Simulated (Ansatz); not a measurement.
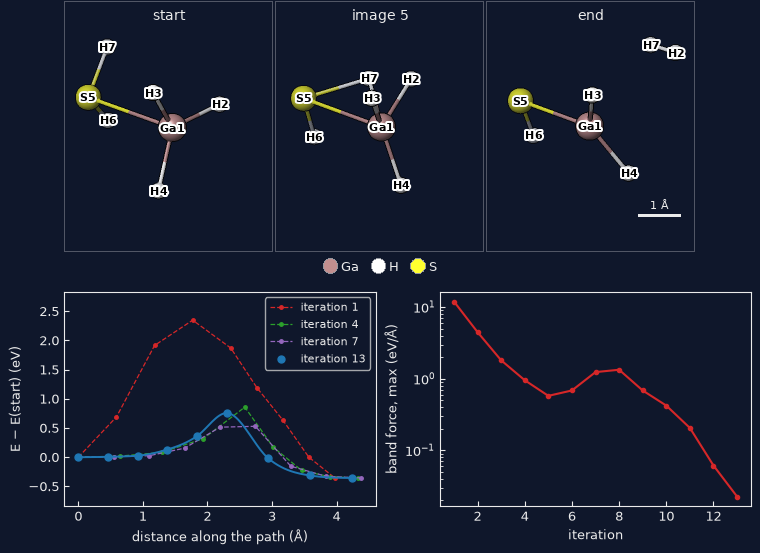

NEB run on GaH₅S. Images are numbered from 0 (start) to 8 (end). The plot follows the band through its iterations. Style: ball-and-stick. Shown from a free direction.

All numbers below come from RKS B3LYP-D4/def2-SVP (Ansatz 0.2.0). Settings: 7 movable images; climbing image; force threshold 0.05 eV/Å; iteration limit 60; starting path through a guess of the saddle point.

Question: Judge this run.

Answer: The result is final at these settings. The band converged in 13 iterations. The largest component of the band force went from 12 to 0.023 eV/Å. The climbing image converged on the top of the path. Its vibrational analysis gives one imaginary mode (1119i cm⁻¹), as a transition state must have. The first iteration put the highest image at 2.35 eV. The energy climbs by 0.76 eV to image 5 and then falls by 1.11 eV, so the end point sits at −0.35 eV.

Cost: 3 min on 1 thread of AMD EPYC 7B13 (Zen 3), with other jobs on the host, peak memory 0.19 GiB.
